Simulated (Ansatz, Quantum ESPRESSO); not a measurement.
# TbS (Fm-3m): phonons and their coupling to the electrons, part 2 of 4

How strong is the electron-phonon coupling in TbS (Fm-3m)?

Quantum ESPRESSO 7.5; DFT PBEsol, scalar-relativistic, plane waves, PseudoDojo norm-conserving, 4f in core pseudopotentials.

So far. Step 2 (A probe with smearing): No gap opens on this mesh, so smearing is kept; the start stands at -3.1 GPa. Step 4 (Ground state): The cell stands at -0.19 GPa, close enough for phonons. The relaxed cell has a = 5.463 Å (conventional setting).

## Step 7: Phonons on a q mesh

Linear response treats each wavevector in the unit cell, with no supercell; the 4×4×4 mesh fixes the range of the force constants to be had. The change of the potential is kept for the electron-phonon matrix elements.

File ph.in:

```
phonons
&INPUTPH
  prefix          = 'x'
  outdir          = './tmp'
  fildyn          = 'x.dyn'
  tr2_ph          = 1.0d-18
  alpha_mix(1)    = 0.4
  nmix_ph         = 8
  ldisp           = .true.
  nq1             = 4
  nq2             = 4
  nq3             = 4
  electron_phonon = 'interpolated'
  fildvscf        = 'dvscf'
  el_ph_sigma     = 0.005
  el_ph_nsigma    = 10
/
```

Command:

```console
OMP_NUM_THREADS=1 mpirun -n 4 ph.x -nk 4 -in ph.in > ph.out
```

Numbers of over 12 decimals in the logs are rounded to 6 here.

What it wrote:

```text
[banners, grids, parts of the stress and lines that vanish by symmetry left out]
[banner, memory and clock lines left out]
Program PHONON v.7.5

[...]
Exchange-correlation= PBESOL
                           (   1   4  10   8   0   0   0)
[...]
(   8 q-points):
[...]
kinetic-energy cut-off    =      42.0000  Ry
     charge density cut-off    =     168.0000  Ry
     convergence threshold     =      1.0E-18
[...]
Exchange-correlation= PBESOL
                           (   1   4  10   8   0   0   0)
[...]
q = (   0.0000000   0.0000000   0.0000000 )
     49 Sym.Ops. (with q -> -q+G )
     G cutoff =  226.7506  (  10081 G-vectors)     FFT grid: ( 32, 32, 32)
     number of k points=    72  Marzari-Vanderbilt smearing, width (Ry)=  0.0200
[...]
Mode symmetry, O_h (m-3m)  point group:
[...]
Representation #   1 modes #   1   2   3
[...]
End of self-consistent calculation
     Convergence has been achieved
     Representation #   2 modes #   4   5   6
[...]
End of self-consistent calculation
     Convergence has been achieved
[...]
q = (    0.000000000   0.000000000   0.000000000 )
[...]
freq (    1) =      -0.187075 [THz] =      -6.240153 [cm-1]
     freq (    2) =      -0.187075 [THz] =      -6.240153 [cm-1]
     freq (    3) =      -0.187075 [THz] =      -6.240153 [cm-1]
     freq (    4) =       8.555983 [THz] =     285.396887 [cm-1]
     freq (    5) =       8.555983 [THz] =     285.396887 [cm-1]
     freq (    6) =       8.555983 [THz] =     285.396887 [cm-1]
[...]
Mode symmetry, O_h (m-3m)  point group:
     freq (   1-   3) =         -6.2  [cm-1]   --> T_1u G_15  G_4- I
     freq (   4-   6) =        285.4  [cm-1]   --> T_1u G_15  G_4- I
[...]
lambda(    1)=  0.0000   gamma=    0.01 GHz
     lambda(    2)=  0.0000   gamma=    0.01 GHz
     lambda(    3)=  0.0000   gamma=    0.01 GHz
     lambda(    4)=  0.0140   gamma=    5.49 GHz
     lambda(    5)=  0.0136   gamma=    5.33 GHz
     lambda(    6)=  0.0140   gamma=    5.50 GHz
[...]
Mode symmetry, C_3v (3m)   point group:
[...]
Representation #   1 mode #   1
[...]
End of self-consistent calculation
     Convergence has been achieved
     Representation #   2 mode #   2
[...]
End of self-consistent calculation
     Convergence has been achieved
     Representation #   3 modes #   3   4
[...]
Convergence has been achieved
     Representation #   4 modes #   5   6
[...]
Convergence has been achieved
[...]
q = (   -0.176776695   0.176776695  -0.176776695 )
[...]
freq (    1) =       2.338611 [THz] =      78.007669 [cm-1]
     freq (    2) =       2.338611 [THz] =      78.007669 [cm-1]
     freq (    3) =       2.813306 [THz] =      93.841779 [cm-1]
     freq (    4) =       8.707422 [THz] =     290.448343 [cm-1]
     freq (    5) =       8.707422 [THz] =     290.448343 [cm-1]
     freq (    6) =       8.743993 [THz] =     291.668208 [cm-1]
[...]
Mode symmetry, C_3v (3m)   point group:
     freq (   1-   2) =         78.0  [cm-1]   --> E    L_3
     freq (   3-   3) =         93.8  [cm-1]   --> A_1  L_1
     freq (   4-   5) =        290.4  [cm-1]   --> E    L_3
     freq (   6-   6) =        291.7  [cm-1]   --> A_1  L_1
[...]
lambda(    1)=  0.0808   gamma=    2.37 GHz
     lambda(    2)=  0.0803   gamma=    2.36 GHz
     lambda(    3)=  0.1004   gamma=    4.27 GHz
     lambda(    4)=  0.0163   gamma=    6.64 GHz
     lambda(    5)=  0.0170   gamma=    6.91 GHz
     lambda(    6)=  0.0545   gamma=   22.39 GHz
[...]
Mode symmetry, D_3d (-3m)  point group:
[...]
Representation #   1 mode #   1
[...]
Convergence has been achieved
     Representation #   2 modes #   2   3
[...]
Convergence has been achieved
     Representation #   3 mode #   4
[...]
Convergence has been achieved
     Representation #   4 modes #   5   6
[...]
Convergence has been achieved
[...]
q = (    0.353553391  -0.353553391   0.353553391 )
[...]
freq (    1) =       2.551317 [THz] =      85.102787 [cm-1]
     freq (    2) =       3.257528 [THz] =     108.659452 [cm-1]
[...]
Mode symmetry, D_3d (-3m)  point group:
     freq (   1-   1) =         85.1  [cm-1]   --> A_2u L_2'
     freq (   2-   3) =        108.7  [cm-1]   --> E_u  L_3'
     freq (   4-   5) =        285.8  [cm-1]   --> E_g  L_3
     freq (   6-   6) =        305.1  [cm-1]   --> A_1g L_1
[...]
lambda(    1)=  0.8120   gamma=   28.39 GHz
     lambda(    2)=  0.0416   gamma=    2.37 GHz
[...]
Mode symmetry, C_4v (4mm)  point group:
[...]
Convergence has been achieved
[...]
Convergence has been achieved
[...]
Convergence has been achieved
[...]
Convergence has been achieved
[...]
q = (    0.000000000   0.353553391   0.000000000 )
[...]
Mode symmetry, C_4v (4mm)  point group:
     freq (   1-   2) =         55.9  [cm-1]   --> E    G_5 D_5
     freq (   3-   3) =        105.1  [cm-1]   --> A_1  G_1 D_1
     freq (   4-   5) =        281.4  [cm-1]   --> E    G_5 D_5
     freq (   6-   6) =        298.2  [cm-1]   --> A_1  G_1 D_1
[...]
Mode symmetry, C_s (m)     point group:
[...]
q = (    0.530330086  -0.176776695   0.530330086 )
[...]
Mode symmetry, C_s (m)     point group:
     freq (   1-   1) =         82.7  [cm-1]   --> A'
     freq (   2-   2) =         94.3  [cm-1]   --> A''
     freq (   3-   3) =         95.2  [cm-1]   --> A'
     freq (   4-   4) =        287.4  [cm-1]   --> A'
     freq (   5-   5) =        288.3  [cm-1]   --> A''
     freq (   6-   6) =        293.7  [cm-1]   --> A'
[...]
Mode symmetry, C_2v (mm2)  point group:
[...]
q = (    0.353553391   0.000000000   0.353553391 )
[...]
Mode symmetry, C_2v (mm2)  point group:
     freq (   1-   1) =         73.2  [cm-1]   --> B_2  D_4  S_4
     freq (   2-   2) =        102.9  [cm-1]   --> A_1  D_1  S_1
     freq (   3-   3) =        103.7  [cm-1]   --> B_1  D_3  S_3
     freq (   4-   4) =        278.6  [cm-1]   --> B_2  D_4  S_4
     freq (   5-   5) =        290.9  [cm-1]   --> B_1  D_3  S_3
     freq (   6-   6) =        299.7  [cm-1]   --> A_1  D_1  S_1
[...]
Mode symmetry, D_4h(4/mmm) point group:
[...]
Convergence has been achieved
[...]
Convergence has been achieved
[...]
Convergence has been achieved
[...]
Convergence has been achieved
[...]
q = (    0.000000000  -0.707106781   0.000000000 )
[...]
freq (    5) =       8.446899 [THz] =     281.758235 [cm-1]
     freq (    6) =       8.693281 [THz] =     289.976645 [cm-1]
[...]
Mode symmetry, D_4h(4/mmm) point group:
     freq (   1-   2) =         77.4  [cm-1]   --> E_u  X_5' M_5'
     freq (   3-   3) =         84.8  [cm-1]   --> A_2u X_4' M_4'
     freq (   4-   5) =        281.8  [cm-1]   --> E_u  X_5' M_5'
     freq (   6-   6) =        290.0  [cm-1]   --> A_2u X_4' M_4'
[...]
lambda(    5)=  0.0269   gamma=   10.31 GHz
     lambda(    6)=  0.0200   gamma=    8.13 GHz
[...]
Mode symmetry, D_2d (-42m) point group:
[...]
Representation #   1 mode #   1
[...]
Convergence has been achieved
     Representation #   2 mode #   2
[...]
Convergence has been achieved
     Representation #   3 modes #   3   4
[...]
End of self-consistent calculation
     Convergence has been achieved
     Representation #   4 modes #   5   6
[...]
End of self-consistent calculation
     Convergence has been achieved
[...]
q = (   -0.353553391  -0.707106781   0.000000000 )
[...]
freq (    1) =       2.515074 [THz] =      83.893845 [cm-1]
     freq (    2) =       2.515074 [THz] =      83.893845 [cm-1]
     freq (    3) =       2.712968 [THz] =      90.494867 [cm-1]
     freq (    4) =       8.478728 [THz] =     282.819925 [cm-1]
     freq (    5) =       8.478728 [THz] =     282.819925 [cm-1]
     freq (    6) =       8.766860 [THz] =     292.430959 [cm-1]
[...]
Mode symmetry, D_2d (-42m) point group:
     freq (   1-   2) =         83.9  [cm-1]   --> E    X_5  W_3
     freq (   3-   3) =         90.5  [cm-1]   --> B_2  X_3  W_2
     freq (   4-   5) =        282.8  [cm-1]   --> E    X_5  W_3
     freq (   6-   6) =        292.4  [cm-1]   --> A_1  X_1  W_1
[...]
lambda(    1)=  0.0990   gamma=    3.36 GHz
     lambda(    2)=  0.0990   gamma=    3.36 GHz
     lambda(    3)=  0.3621   gamma=   14.31 GHz
     lambda(    4)=  0.0356   gamma=   13.76 GHz
     lambda(    5)=  0.0358   gamma=   13.82 GHz
     lambda(    6)=  0.0514   gamma=   21.20 GHz
[...]
5  -0.707106781  -0.353553391   0.000000000
          6  -0.000000000  -0.353553391  -0.707106781


[key lines of the parts left out:]
the Fermi energy is    12.9888 ev
```

Run time: 27 min. Hardware: 4 MPI ranks of Intel Xeon 6975P-C (Granite Rapids), shared host; 1.8 h of CPU time.

This step gave:

* largest acoustic frequency at the zone centre before the sum rule: -6.24 cm⁻¹
* highest optical zone-centre mode (no LO-TO term): 285.4 cm⁻¹
* lowest optical zone-centre mode: 285.4 cm⁻¹
* lowest mode on the q mesh (acoustic ones at the zone centre apart): 55.87 cm⁻¹

Frequencies (cm⁻¹) at each irreducible wavevector; negative means imaginary. Frequencies by wavevector:

| q (fractions) | star | mode 1 | mode 2 | mode 3 | mode 4 | mode 5 | mode 6 |
| --- | --- | --- | --- | --- | --- | --- | --- |
| 0 0 0 | 1 | -6.24 | -6.24 | -6.24 | 285.4 | 285.4 | 285.4 |
| 0 0 0.25 | 8 | 78.01 | 78.01 | 93.84 | 290.4 | 290.4 | 291.7 |
| 0 0 -0.5 | 4 | 85.1 | 108.7 | 108.7 | 285.9 | 285.9 | 305.1 |
| 0 0.25 0.25 | 6 | 55.87 | 55.87 | 105.1 | 281.4 | 281.4 | 298.2 |
| 0 0.25 -0.5 | 24 | 82.72 | 94.3 | 95.18 | 287.4 | 288.3 | 293.7 |
| 0 0.25 -0.25 | 12 | 73.21 | 102.9 | 103.7 | 278.6 | 290.9 | 299.7 |
| 0 -0.5 -0.5 | 3 | 77.43 | 77.43 | 84.8 | 281.8 | 281.8 | 290 |
| 0.25 -0.5 -0.25 | 6 | 83.89 | 83.89 | 90.49 | 282.8 | 282.8 | 292.4 |

Couplings of single modes at a Gaussian broadening of 0.02 Ry, as ph.x prints them; it sets λ to zero for modes under 20 cm⁻¹. Mode couplings, the first 40 of 42 rows:

| q (fractions) | mode | frequency (cm⁻¹) | λ | linewidth γ (GHz) |
| --- | --- | --- | --- | --- |
| 0 0 0.25 | 1 | 78.01 | 0.0808 | 2.37 |
| 0 0 0.25 | 2 | 78.01 | 0.0803 | 2.36 |
| 0 0 0.25 | 3 | 93.84 | 0.1004 | 4.27 |
| 0 0 0.25 | 4 | 290.4 | 0.0163 | 6.64 |
| 0 0 0.25 | 5 | 290.4 | 0.017 | 6.91 |
| 0 0 0.25 | 6 | 291.7 | 0.0545 | 22.39 |
| 0 0 -0.5 | 1 | 85.1 | 0.812 | 28.39 |
| 0 0 -0.5 | 2 | 108.7 | 0.0416 | 2.37 |
| 0 0 -0.5 | 3 | 108.7 | 0.0418 | 2.38 |
| 0 0 -0.5 | 4 | 285.9 | 0.03 | 11.82 |
| 0 0 -0.5 | 5 | 285.9 | 0.0307 | 12.12 |
| 0 0 -0.5 | 6 | 305.1 | 0.0394 | 17.71 |
| 0 0.25 0.25 | 1 | 55.87 | 0.0692 | 1.04 |
| 0 0.25 0.25 | 2 | 55.87 | 0.0702 | 1.06 |
| 0 0.25 0.25 | 3 | 105.1 | 0.2236 | 11.93 |
| 0 0.25 0.25 | 4 | 281.4 | 0.0169 | 6.46 |
| 0 0.25 0.25 | 5 | 281.4 | 0.0167 | 6.38 |
| 0 0.25 0.25 | 6 | 298.2 | 0.0361 | 15.5 |
| 0 0.25 -0.5 | 1 | 82.72 | 0.3972 | 13.12 |
| 0 0.25 -0.5 | 2 | 94.3 | 0.0382 | 1.64 |
| 0 0.25 -0.5 | 3 | 95.18 | 0.0956 | 4.18 |
| 0 0.25 -0.5 | 4 | 287.4 | 0.0386 | 15.38 |
| 0 0.25 -0.5 | 5 | 288.3 | 0.0255 | 10.24 |
| 0 0.25 -0.5 | 6 | 293.7 | 0.0439 | 18.28 |
| 0 0.25 -0.25 | 1 | 73.21 | 0.0918 | 2.38 |
| 0 0.25 -0.25 | 2 | 102.9 | 0.3751 | 19.18 |
| 0 0.25 -0.25 | 3 | 103.7 | 0.0805 | 4.18 |
| 0 0.25 -0.25 | 4 | 278.6 | 0.0317 | 11.87 |
| 0 0.25 -0.25 | 5 | 290.9 | 0.0275 | 11.25 |
| 0 0.25 -0.25 | 6 | 299.7 | 0.0574 | 24.86 |
| 0 -0.5 -0.5 | 1 | 77.43 | 0.0331 | 0.96 |
| 0 -0.5 -0.5 | 2 | 77.43 | 0.0331 | 0.96 |
| 0 -0.5 -0.5 | 3 | 84.8 | 0.1964 | 6.82 |
| 0 -0.5 -0.5 | 4 | 281.8 | 0.0272 | 10.41 |
| 0 -0.5 -0.5 | 5 | 281.8 | 0.0269 | 10.31 |
| 0 -0.5 -0.5 | 6 | 290 | 0.02 | 8.13 |
| 0.25 -0.5 -0.25 | 1 | 83.89 | 0.099 | 3.36 |
| 0.25 -0.5 -0.25 | 2 | 83.89 | 0.099 | 3.36 |
| 0.25 -0.5 -0.25 | 3 | 90.49 | 0.3621 | 14.31 |
| 0.25 -0.5 -0.25 | 4 | 282.8 | 0.0356 | 13.76 |

Optical modes; normalised displacements of the dynamical-matrix file. The modes at Γ (shares of kinetic energy by element, %):

| mode | frequency (cm⁻¹) | symmetry | Tb % | S % |
| --- | --- | --- | --- | --- |
| 1 | 285.4 | T1u | 17 | 83 |
| 2 | 285.4 | T1u | 17 | 83 |
| 3 | 285.4 | T1u | 17 | 83 |

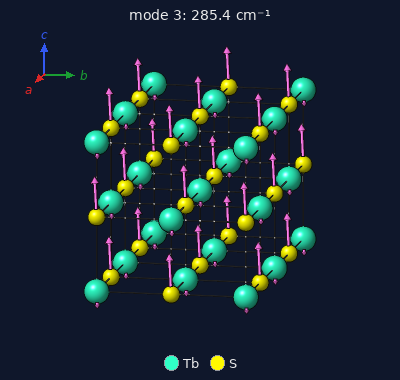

Displacement patterns of mode 3 at Γ; arrows are exaggerated. 2×1×1 conventional cells are drawn. Some periodic images of atoms are drawn too.

The acoustic modes at Γ come out as far as 6.2 cm⁻¹ from zero, where they should vanish, a small numerical error.

## Step 8: Force constants in real space

The dynamical matrices of the mesh are Fourier-transformed to force constants in real space.

File q2r.in:

```
&INPUT
  fildyn = 'x.dyn'
  zasr   = 'crystal'
  flfrc  = 'x.fc'
  la2F   = .true.
/
```

Command:

```console
q2r.x < q2r.in > q2r.out
```

What it wrote:

```text
[banners, grids, parts of the stress and lines that vanish by symmetry left out]
[banner, memory and clock lines left out]
Program Q2R v.7.5

  reading grid info from file x.dyn0

  reading force constants from file x.dyn1
  Dielectric Tensor not found
  nqs=            1
 q=   0.00000000  0.00000000  0.00000000
  reading force constants from file x.dyn2
  nqs=            8
 q=  -0.17677670  0.17677670 -0.17677670
[...]
reading force constants from file x.dyn7
  nqs=            3
[...]
reading force constants from file x.dyn8
  nqs=            6
[...]
q=  -0.70710678 -0.35355339  0.00000000
 q=  -0.00000000 -0.35355339 -0.70710678

      q-space grid ok, #points =   64

      fft-check success (sum of imaginary terms < 10^-12)

   Preparing gamma for a2F

 Broadening =      0.005
      q-space grid ok, #points =   64

      fft-check success (sum of imaginary terms < 10^-12)

 Broadening =      0.010
[...]
Broadening =      0.045
      q-space grid ok, #points =   64

      fft-check success (sum of imaginary terms < 10^-12)

 Broadening =      0.050
      q-space grid ok, #points =   64

      fft-check success (sum of imaginary terms < 10^-12)
```

Elapsed: 0.72 s, on 1 thread.

## Step 9: Dispersion

From the force constants any wavevector is cheap; points of the mesh come back as solved, but for the sum rule and, in polar crystals, the LO-TO term at Γ; the rest is interpolation.

File matdyn.in:

```
&INPUT
  asr              = 'crystal'
  flfrc            = 'x.fc'
  flfrq            = 'x.freq'
  flvec            = 'x.modes'
  q_in_band_form   = .true.
  q_in_cryst_coord = .true.
/
8
  0.0000000   0.0000000   0.0000000  12  ! GAMMA
  0.0000000   0.5000000   0.5000000  12  ! X
  0.0000000   0.6250000   0.3750000   1  ! U
 -0.3750000   0.3750000   0.0000000  12  ! K
  0.0000000   0.0000000   0.0000000  12  ! GAMMA
  0.0000000   0.5000000   0.0000000  12  ! L
 -0.2500000   0.5000000   0.2500000  12  ! W
  0.0000000   0.5000000   0.5000000   1  ! X
```

Command:

```console
matdyn.x -in matdyn.in > matdyn.out
```

What it wrote:

```text
[banner, memory and clock lines left out]
Program MATDYN v.7.5

 mass for atomic type   1 not given; uses mass from file x.fc
 mass for atomic type   2 not given; uses mass from file x.fc
 Norm of the difference between old and new effective charges:    0.000000

 Norm of the difference between old and new force-constants:   6.61427e-05

     Message from routine matdyn:
     Z* not found in file x.fc, TO-LO splitting at q=0 will be absent!
     Message from routine matdyn:
     Z* not found in file x.fc, TO-LO splitting at q=0 will be absent!

Note: The following floating-point exceptions are signalling: IEEE_UNDERFLOW_FLAG
```

Elapsed: 0.66 s, on 1 thread.

This step gave:

```
lowest frequency on the path      : 0 cm⁻¹
mean frequency                    : 188.2 cm⁻¹
Debye temperature (second moment) : 397 K
logarithmic mean frequency        : 157.4 cm⁻¹
```

Matdyn.x, sum rule crystal. Phonon branches along the path, in cm⁻¹:

| point | branch 1 | branch 2 | branch 3 | branch 4 | branch 5 | branch 6 |
| --- | --- | --- | --- | --- | --- | --- |
| Γ | 0 | 0 | 0 | 286 | 286 | 286 |
| X | 77 | 77 | 85 | 282 | 282 | 290 |
| U | 73 | 93 | 95 | 283 | 289 | 291 |
| jump to K | 73 | 93 | 95 | 283 | 289 | 291 |
| Γ | 0 | 0 | 0 | 286 | 286 | 286 |
| L | 85 | 109 | 109 | 286 | 286 | 305 |
| W | 84 | 84 | 90 | 283 | 283 | 292 |
| X | 77 | 77 | 85 | 282 | 282 | 290 |

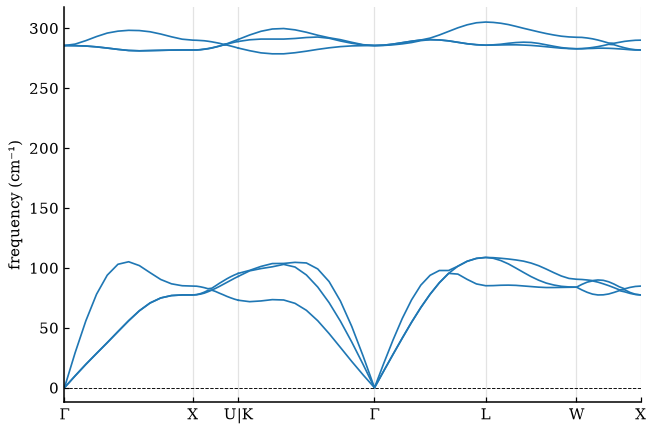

Phonon branches along the path.

Lowest modes at the softest wavevector of the mesh; phase exp(i q.(R + tau)). The modes at q = (0.250, 0.250, 0.000) (shares of kinetic energy by element, %):

| mode | frequency (cm⁻¹) | Tb % | S % |
| --- | --- | --- | --- |
| 1 | 55.9 | 85 | 15 |
| 2 | 55.9 | 85 | 15 |
| 3 | 105.1 | 100 | 0 |
| 4 | 281.4 | 15 | 85 |
| 5 | 281.4 | 15 | 85 |
| 6 | 298.2 | 0 | 100 |

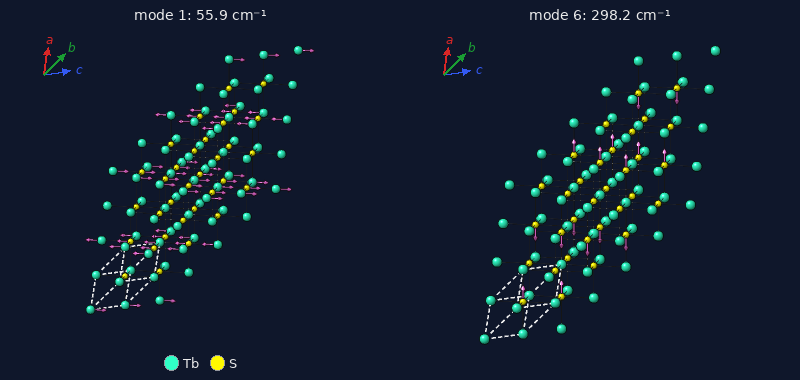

Displacement patterns of modes 1 and 6 at q = (0.250, 0.250, 0.000); arrows are exaggerated. Bonds to atoms that aren't drawn are left out. 4×4×2 cells are drawn. The axes are those of the cell as run, not the conventional ones. Some periodic images of atoms are drawn too.

Force constants by pair (phonopy on the run's constants); pairs near half the supercell's span include their periodic images. Pair force constants, by row:

| atom | neighbour | distance (Å) | third of the trace (eV/Å²) | along the pair's line (eV/Å²) |
| --- | --- | --- | --- | --- |
| Tb1 | itself | 0 | 7.385 | – |
| Tb1 | S | 2.731 | -1.224 | -3.339 |
| Tb1 | Tb | 3.863 | 0.0293 | 0.1027 |
| Tb1 | S | 4.731 | -0.0618 | -0.1414 |
| Tb1 | Tb | 5.463 | 0.1819 | 0.6207 |
| Tb1 | S | 6.108 | -0.0219 | -0.0754 |
| Tb1 | Tb | 6.691 | -0.0283 | -0.0871 |
| S2 | itself | 0 | 9.293 | – |
| S2 | Tb | 2.731 | -1.224 | -3.339 |
| S2 | S | 3.863 | -0.0255 | -0.1333 |
| S2 | Tb | 4.731 | -0.0618 | -0.1414 |
| S2 | S | 5.463 | -0.1406 | -0.4951 |
| S2 | Tb | 6.108 | -0.0219 | -0.0754 |
| S2 | S | 6.691 | -0.0012 | -1.00e-4 |

Harmonic mean-square displacement, third of the trace. Mean-square displacements:

| T (K) | Tb1 U_eq (Å²) | S2 U_eq (Å²) |
| --- | --- | --- |
| 0 | 0.0012 | 0.00216 |
| 100 | 0.00239 | 0.00285 |
| 300 | 0.00651 | 0.00591 |
| 600 | 0.0129 | 0.01122 |

Mode patterns, pair constants, displacements and means over the zone were worked out by phonopy from the force constants of q2r.x.

All branches are real along the path.

[end of part 2 of 4]

[Host names and launcher messages were left out of these logs when they were recorded.]

[Logs are printed without paths, hosts, clocks, repeated set-up lines and the standing remarks that a program may print on its own settings, such as how far it seeks lower states.]

[Hosts, paths, dates, database ids (printed as entryN), source tags and the programs' standing remarks are cut or masked in the printed files.]
